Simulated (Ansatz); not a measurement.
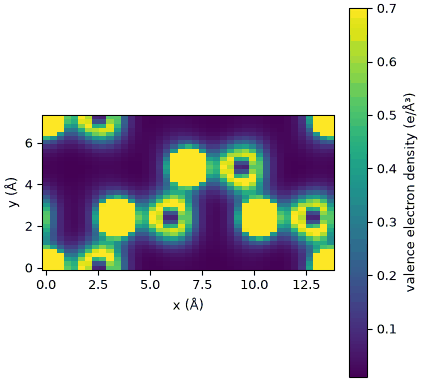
Figure: Valence electron density (e/Å³), cut off at 0.7 on a lattice plane, the program Ansatz at the r²SCAN level (PAW)

Question: Pick the material that matches.
(A) GaP, P4_2/mmc (Ga on 2c, P on 2e)
(B) InSb, P-6m2 (In on 1a, Sb on 1f)
(C) InP, P6_3mc (In on 2b, P on 2b, In on 2a, P on 2a)
(D) In, simple cubic

Answer: C, InP, P6_3mc (In on 2b, P on 2b, In on 2a, P on 2a). Atoms in the plane, in fractions of its two edges: In at (0.00, 0.00), P at (0.19, 0.00), In at (0.25, 0.33), P at (0.44, 0.33), In at (0.50, 0.67), P at (0.69, 0.67), In at (0.75, 0.33), P at (0.94, 0.33).

The density is the valence pseudo-density with augmentation charge, so density and ELF within about 1 Å of a nucleus are not all-electron values.

The start of the workflow was typed in or built on a structure type; the Crystallography Open Database copy checked does not list it. It is not the phase usual at ambient conditions (space group No. 216). Symmetry was held in the r²SCAN relaxation; its stability against distortions is not shown here. Scalar-relativistic: spin–orbit coupling is off unless named, which matters more the heavier the elements.

Potentials: the later of the program's two PAW sets.
